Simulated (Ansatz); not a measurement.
**wB97M-V/STO-3G run of AlCl2F (SMILES [F][Al]([Cl])[Cl])**

What is the electronic atomisation energy of AlCl2F at wB97M-V/STO-3G? 

The calculation is run with Ansatz 0.2.0.

61 further runs of the same task are left out: 5 that didn't finish, 56 set aside as unsound or not needed.

## 1. The structure to begin with

AlCl2F: 4 atoms, total charge 0, spin state singlet. As SMILES, `[F][Al]([Cl])[Cl]`. Geometry: relaxed at PBE0-D4/def2-TZVP.

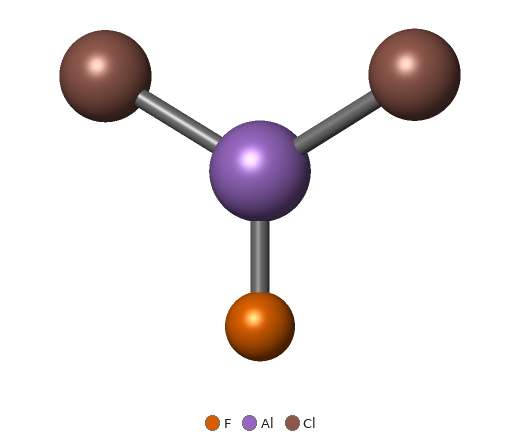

The structure, seen from a chosen angle (fluorine orange, aluminium purple, chlorine brown).

## 2. A single-point energy at wB97M-V/STO-3G

Input file run.yaml:

```yaml
basis:
  gaussian:
    orbitals: STO-3G
crystal:
  periodic: [false, false, false]
  atoms:
    - {symbol: F, position_ang: [0.087420, 0.388220, 1.682350]}
    - {symbol: Al, position_ang: [0.004800, 0.021530, 0.093600]}
    - {symbol: Cl, position_ang: [1.223040, -1.463690, -0.663450]}
    - {symbol: Cl, position_ang: [-1.315270, 1.053930, -1.112510]}
hamiltonian:
  xc: {name: wB97M-V}
accuracy: high
```

Launch:

```sh
$ ansatz run run.yaml --threads 1 --pin off --max-ram 3480MiB --events-out events.jsonl --progress --plain --runs-dir runs
```

The program printed:

```text
Warning: RAYON_NUM_THREADS=1 ignored (pool sized by the plan → 1); use --threads N
Functional definition: wB97M-V
  name "wB97M-V"
  parameter omega = 0.3/bohr
  parameter cx = 0.15
  parameter cx01 = 1.007
  parameter cx10 = 0.259
  parameter css00 = 0.443
  parameter css04 = -1.437
  parameter css10 = -4.535
  parameter css20 = -3.390
  parameter css43 = 4.278
  parameter cos00 = 1.000
  parameter cos10 = 1.358
  parameter cos20 = 2.924
  parameter cos21 = -8.812
  parameter cos60 = -1.390
  parameter cos61 = 9.142
  parameter b = 6.0
  parameter c = 0.01
  gx(w, u) = 1 - cx + cx01*u + cx10*w
  gss(w, u) = css00 + css04*u^4 + css10*w + css20*w^2 + css43*w^4*u^3
  gos(w, u) = cos00 + cos10*w + (cos20 + cos21*u)*w^2 + (cos60 + cos61*u)*w^6
  exchange = spin_sum(e_x_unif_sr(omega)*gx(b97_w, b97_u_x)) + cx*exact_x_sr(omega) + exact_x_lr(omega)
  correlation = spin_sum(e_c_pw_mod_same_spin*gss(b97_w, b97_u_same))
      + integral(e_c_pw_mod_opposite_spin*gos(b97_w_opposite, b97_u_opposite)) + vv10(b, c)
603 factors; integrals over basis functions are off by at most 2.8e-8 eV
184 factors; integrals over basis functions are off by at most 1.1e-9 eV
mean field evaluation 1: about -33972.9306 eV, gradient 2.9e1 eV
mean field evaluation 2: about -33975.4508 eV, gradient 2.0e1 eV
mean field evaluation 4: about -33976.6757 eV, gradient 2.7e-1 eV
mean field evaluation 8: about -33976.6664 eV, gradient 5.6e-3 eV
mean field evaluation 16: about -33976.6664 eV, gradient 6.1e-7 eV
mean field -33976.66644885 eV, -1248.6194617837 hartree, gradient 8.6e-9 eV, S^2 0.000000; 0 other end points of the search recorded, 0 dependent functions left out
reference -33976.66645084 eV, -1248.6194618569 hartree; 28, 28 occupied and 4, 4 virtual orbitals, 603 factors
Total energy: -33976.66645084 eV, -1248.6194618569 hartree
```

Wall time 31 s (1 thread of Arm Neoverse V1, shared host); peak memory 0.34 GiB.

## 3. The Al atom at the same level

Input file molecule.yaml:

```yaml
crystal:
  periodic: [false, false, false]
  atoms:
    - {symbol: Al, position_ang: [0.000000, 0.000000, 0.000000]}
basis:
  gaussian:
    orbitals: STO-3G
magnetization:
  spin_polarized: true
  initial_magnetization: 1
hamiltonian:
  xc: {name: wB97M-V}
accuracy: high
```

Run the same way, it converges to -239.34738 Eh (log not shown).

## 4. The Cl atom at the same level

Input file run.yaml:

```yaml
basis:
  gaussian:
    orbitals: STO-3G
crystal:
  periodic: [false, false, false]
  atoms:
    - {symbol: Cl, position_ang: [0.000000, 0.000000, 0.000000]}
magnetization:
  spin_polarized: true
  initial_magnetization: 1
hamiltonian:
  xc: {name: wB97M-V}
accuracy: high
```

Run the same way, it converges to -455.16968 Eh (log not shown).

## 5. The F atom

Input file job.yaml:

```yaml
crystal:
  periodic: [false, false, false]
  atoms:
    - symbol: F
      position_ang: [0.000000, 0.000000, 0.000000]
basis:
  gaussian:
    orbitals: STO-3G
magnetization:
  spin_polarized: true
  initial_magnetization: 1
hamiltonian:
  xc: {name: wB97M-V}
accuracy: high
```

Run the same way, it converges to -98.28239 Eh (log not shown).

## 6. What came out

At wB97M-V/STO-3G:

```
                     quantity           value
       molecule: total energy  -1248.61946 Eh
        Al atom: total energy   -239.34738 Eh
                Al atom: ⟨S²⟩           0.750
        Cl atom: total energy   -455.16968 Eh
                Cl atom: ⟨S²⟩           0.750
         F atom: total energy    -98.28239 Eh
                 F atom: ⟨S²⟩           0.750
electronic atomisation energy       17.696 eV
```

**Reading.** Taking the molecule apart into free atoms costs 17.70 eV (1707 kJ/mol), before zero-point energy and without spin-orbit coupling. In a minimal basis such a difference can be off by several eV, whatever the method.
